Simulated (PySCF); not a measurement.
**Atomic calculation for Zn²⁺**

System: Zn²⁺, configuration 1s2 2s2 2p6 3s2 3p6 3d10, multiplicity 1.
Method: unrestricted r2SCAN, def2-TZVPPD, non-relativistic, point nucleus (PySCF).

### Summary

- outcome: converged
- total energy: −1778.3669 hartree
- kinetic energy: 1775.9205 hartree
- SCF iterations: 6
- hardware: 1 CPU thread, shared host
- CPU time: 1.7 s (integrals apart)

### The input
```python
from pyscf import gto, scf, dft, mp, cc
import basis_set_exchange as bse
mol = gto.M(atom="Zn 0 0 0", charge=2, spin=0, symmetry="D2h",
            basis=gto.basis.parse(bse.get_basis("def2-TZVPPD", elements=["Zn"], fmt="nwchem")))
mf = dft.UKS(mol, xc="R2SCAN")
mf.irrep_nelec = {'Ag': (5, 5), 'B1g': (1, 1), 'B2g': (1, 1), 'B3g': (1, 1), 'B1u': (2, 2), 'B2u': (2, 2), 'B3u': (2, 2)}
mf.kernel()
```

The script is an equivalent of what the driver set up; the driver started from orbitals of its own, so the log can be shorter than this script's would be, and it computed the properties (radii, ⟨L²⟩, response) afterwards. It held the occupations shell by shell, which the script's counts by irreducible representation don't always enforce.

### Output (extracts)
```
damping factor = 0
level_shift factor = 0
DIIS = <class 'pyscf.scf.diis.CDIIS'>
diis_start_cycle = 1
diis_space = 10
diis_damp = 0
SCF conv_tol = 1e-09
SCF conv_tol_grad = None
number electrons alpha = 14  beta = 14
XC functionals = R2SCAN
    J. W. Furness, A. D. Kaplan, J. Ning, J. P. Perdew, and J. Sun.,  J. Phys. Chem. Lett. 11, 8208-8215 (2020)
    J. W. Furness, A. D. Kaplan, J. Ning, J. P. Perdew, and J. Sun.,  J. Phys. Chem. Lett. 11, 9248-9248 (2020)
    J. W. Furness, A. D. Kaplan, J. Ning, J. P. Perdew, and J. Sun.,  J. Phys. Chem. Lett. 11, 8208-8215 (2020)
    J. W. Furness, A. D. Kaplan, J. Ning, J. P. Perdew, and J. Sun.,  J. Phys. Chem. Lett. 11, 9248-9248 (2020)
cycle= 1 E= -1778.36310149689  delta_E= -0.00417  |g|= 0.169  |ddm|= 0.105
cycle= 2 E= -1778.35436852859  delta_E= 0.00873  |g|= 0.319  |ddm|= 0.097
cycle= 3 E= -1778.36691358661  delta_E= -0.0125  |g|= 0.00866  |ddm|= 0.0608
cycle= 4 E= -1778.36692435416  delta_E= -1.08e-05  |g|= 0.000102  |ddm|= 0.00191
cycle= 5 E= -1778.36692435532  delta_E= -1.16e-09  |g|= 5.67e-06  |ddm|= 1.8e-05
cycle= 6 E= -1778.36692435533  delta_E= -1.05e-11  |g|= 2.17e-08  |ddm|= 1.1e-06
converged SCF energy = -1778.36692435533  <S^2> = 1.7763568e-15  2S+1 = 1
```

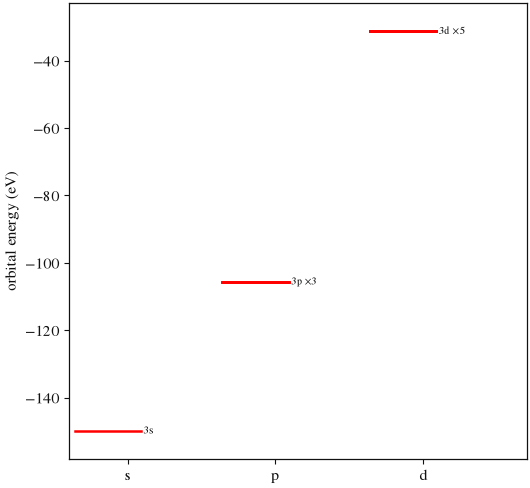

*Orbital energies of the mean field, from the top down to −149.9 eV, by angular momentum; ×n counts the orbitals under one label.*

The highest filled orbital is 3d at −31.3 eV, the lowest empty one s at −21.7 eV.
